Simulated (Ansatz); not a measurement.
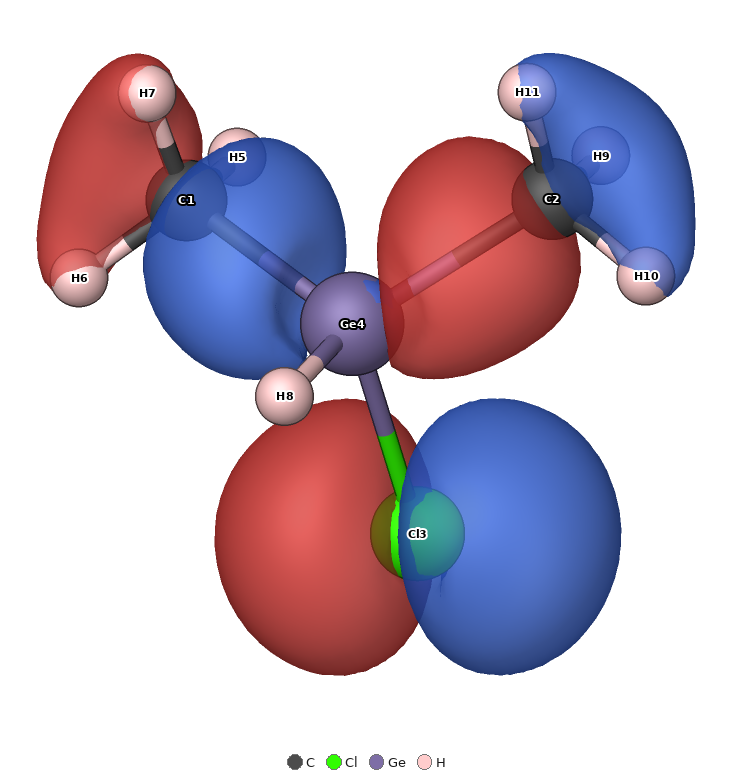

C$_{2}$H$_{7}$ClGe (SMILES [CH3][GeH]([CH3])[Cl]). The HOMO at ±0.1 Å⁻³ᐟ² (blue and red are the two phases), seen at a tilt.

Geometry: PBE0-D3(BJ)/def2-SVP.

All numbers below come from Ansatz 0.2.0, isolated molecule in a Gaussian basis; Kohn-Sham density functional theory, functional PBE0.

```json
{"atom": "C", "x (Å)": "0.6769", "y (Å)": "1.8300", "z (Å)": "-0.5497"}
{"atom": "C", "x (Å)": "2.0648", "y (Å)": "-1.0117", "z (Å)": "0.1227"}
{"atom": "Cl", "x (Å)": "-0.5876", "y (Å)": "-0.9375", "z (Å)": "-1.8628"}
{"atom": "Ge", "x (Å)": "0.3998", "y (Å)": "-0.0463", "z (Å)": "-0.1344"}
{"atom": "H", "x (Å)": "1.3204", "y (Å)": "1.9252", "z (Å)": "-1.4360"}
{"atom": "H", "x (Å)": "-0.2832", "y (Å)": "2.3226", "z (Å)": "-0.7568"}
{"atom": "H", "x (Å)": "1.1615", "y (Å)": "2.3381", "z (Å)": "0.2980"}
{"atom": "H", "x (Å)": "-0.5675", "y (Å)": "-0.2387", "z (Å)": "1.0491"}
{"atom": "H", "x (Å)": "2.7025", "y (Å)": "-0.8996", "z (Å)": "-0.7657"}
{"atom": "H", "x (Å)": "1.8671", "y (Å)": "-2.0808", "z (Å)": "0.2821"}
{"atom": "H", "x (Å)": "2.6013", "y (Å)": "-0.6151", "z (Å)": "0.9981"}
```

Where does this orbital lie, and at what energy?

Answer. By Hirshfeld shares it lies mainly on Cl3 (about 55 %), Ge4 (about 10 %), C2 (about 10 %) and C1 (about 10 %). Its energy is −8.31 eV.
